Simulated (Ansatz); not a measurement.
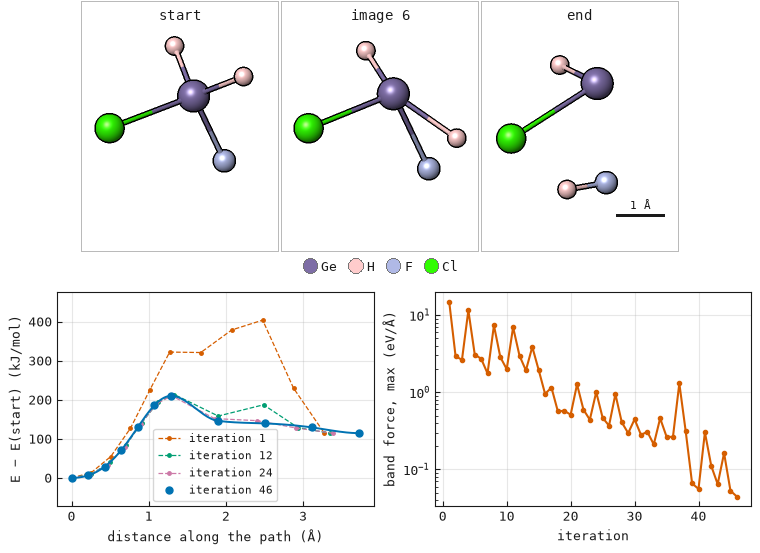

A search for the minimum-energy path of GeH2ClF by the nudged elastic band. Images are numbered from 0 (start) to 10 (end). The plot follows the band through its iterations. The picture is a ball-and-stick view, seen at a tilt.

Level of theory: Ansatz, RKS PBE/def2-SVP.

The input:
```yaml
crystal:
  periodic: [false, false, false]
  atoms:
    - { symbol: Ge, position_ang: [0.185751, 0.018729, 0.225304] }
    - { symbol: H, position_ang: [0.205374, -0.071581, 1.766958] }
    - { symbol: F, position_ang: [1.853569, -0.013079, -0.312634] }
    - { symbol: H, position_ang: [-0.468827, 1.268441, -0.403427] }
    - { symbol: Cl, position_ang: [-0.775467, -1.749211, -0.568201] }
basis:
  gaussian: { orbitals: def2-SVP }
hamiltonian:
  xc: pbe
neb:
  order_check: false
  images: 9
  f_tol: 0.05
  max_iterations: 60
  optimiser: lbfgs
  climbing: immediate
  final_atoms:
    - { symbol: Ge, position_ang: [-0.65249848, 0.64558794, 0.62933939] }
    - { symbol: H, position_ang: [1.15484124, -0.84222736, 0.34651976] }
    - { symbol: F, position_ang: [1.52351034, -0.00102997, 0.68774399] }
    - { symbol: H, position_ang: [-0.3614334, 1.21491625, -0.85942226] }
    - { symbol: Cl, position_ang: [-0.66401971, -1.56394786, -0.09618088] }
  initial_path:
    images:
      - { positions_ang: [[0.185751, 0.018729, 0.225304], [0.205374, -0.071581, 1.766958], [1.853569, -0.013079, -0.312634], [-0.468827, 1.268441, -0.403427], [-0.775467, -1.749211, -0.568201]] }
      - { positions_ang: [[0.14852531, 0.0149668, 0.18033749], [0.35795506, -0.05708077, 1.70514299], [1.84533829, -0.01045328, -0.15034077], [-0.52138759, 1.26763671, -0.42567878], [-0.83003108, -1.76177046, -0.60146093]] }
      - { positions_ang: [[0.11129963, 0.01120459, 0.13537098], [0.51053611, -0.04258054, 1.64332798], [1.83710759, -0.00782755, 0.01195246], [-0.57394818, 1.26683241, -0.44793055], [-0.88459515, -1.77432992, -0.63472087]] }
      - { positions_ang: [[0.07407394, 0.00744239, 0.09040446], [0.66311717, -0.0280803, 1.58151298], [1.82887688, -0.00520183, 0.17424569], [-0.62650877, 1.26602812, -0.47018233], [-0.93915923, -1.78688938, -0.6679808]] }
      - { positions_ang: [[0.03684826, 0.00368019, 0.04543795], [0.81569822, -0.01358007, 1.51969797], [1.82064618, -0.0025761, 0.33653892], [-0.67906936, 1.26522383, -0.49243411], [-0.9937233, -1.79944884, -0.70124073]] }
      - { positions_ang: [[-0.00037743, -8.202e-05, 0.00047144], [0.96827928, 0.00092016, 1.45788296], [1.81241547, 4.962e-05, 0.49883215], [-0.73162995, 1.26441953, -0.51468589], [-1.04828738, -1.8120083, -0.73450066]] }
      - { positions_ang: [[-0.13080164, 0.12905197, 0.12624503], [1.00559167, -0.16770934, 1.23561032], [1.75463445, -0.00016629, 0.53661452], [-0.65759064, 1.25451887, -0.58363316], [-0.97143384, -1.76239621, -0.60683671]] }
      - { positions_ang: [[-0.26122585, 0.25818596, 0.25201862], [1.04290407, -0.33633885, 1.01333768], [1.69685342, -0.00038221, 0.57439689], [-0.58355133, 1.24461822, -0.65258044], [-0.89458031, -1.71278412, -0.47917275]] }
      - { positions_ang: [[-0.39165006, 0.38731996, 0.37779221], [1.08021646, -0.50496835, 0.79106504], [1.63907239, -0.00059813, 0.61217926], [-0.50951202, 1.23471756, -0.72152771], [-0.81772678, -1.66317203, -0.3515088]] }
      - { positions_ang: [[-0.52207427, 0.51645395, 0.5035658], [1.11752885, -0.67359786, 0.5687924], [1.58129137, -0.00081405, 0.64996162], [-0.43547271, 1.2248169, -0.79047498], [-0.74087324, -1.61355995, -0.22384484]] }
      - { positions_ang: [[-0.65249848, 0.64558794, 0.62933939], [1.15484124, -0.84222736, 0.34651976], [1.52351034, -0.00102997, 0.68774399], [-0.3614334, 1.21491625, -0.85942226], [-0.66401971, -1.56394786, -0.09618088]] }
```

Command:
```bash
ansatz run input.yaml --threads 1 --pin off --max-ram 2048MiB --backend cpu --events-out ev --progress --plain --runs-dir out
```

> Judge this run.

The run is converged, with reservations. The band converged in 46 iterations. The largest component of the band force went from 15 to 0.045 eV/Å. The climbing image converged on the top of the path. Its curvatures weren't checked. The first iteration put the highest image at 404.0 kJ/mol. Forward barrier 210.1 kJ/mol, backward barrier 95.5 kJ/mol, with image 6 at the top; the reaction energy is +114.6 kJ/mol.
